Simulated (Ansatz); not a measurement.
# A computed series for hypothetical diamond Tl: pressure series

The parent structure is Tl in the diamond structure (space group Fd-3m, No. 227; a = 6.8687 Å; a hypothetical phase, not in the database extracts checked).

Cell and atoms are relaxed at each pressure.

Method: Ansatz (a quantum-chemistry and plane-wave program), PBEsol, PAW, cutoff 420 eV, no SOC.

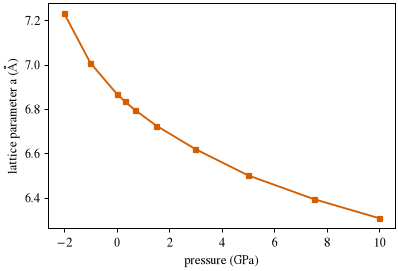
Lattice parameter a against pressure

```json
[
 {"pressure (GPa)": "-2", "lattice parameter a": "723.1 pm"},
 {"pressure (GPa)": "-1", "lattice parameter a": "700.7 pm"},
 {"pressure (GPa)": "0.3", "lattice parameter a": "683.5 pm"},
 {"pressure (GPa)": "0.7", "lattice parameter a": "679.5 pm"},
 {"pressure (GPa)": "1.5", "lattice parameter a": "672.5 pm"},
 {"pressure (GPa)": "3", "lattice parameter a": "661.9 pm"},
 {"pressure (GPa)": "5", "lattice parameter a": "650.0 pm"},
 {"pressure (GPa)": "7.5", "lattice parameter a": "639.3 pm"},
 {"pressure (GPa)": "10", "lattice parameter a": "630.7 pm"}
]
```

Load acts through the strain it causes; cell and atoms are relaxed under it. Whether these cells are dynamically stable was not tested. Competing high-pressure phases were not computed.
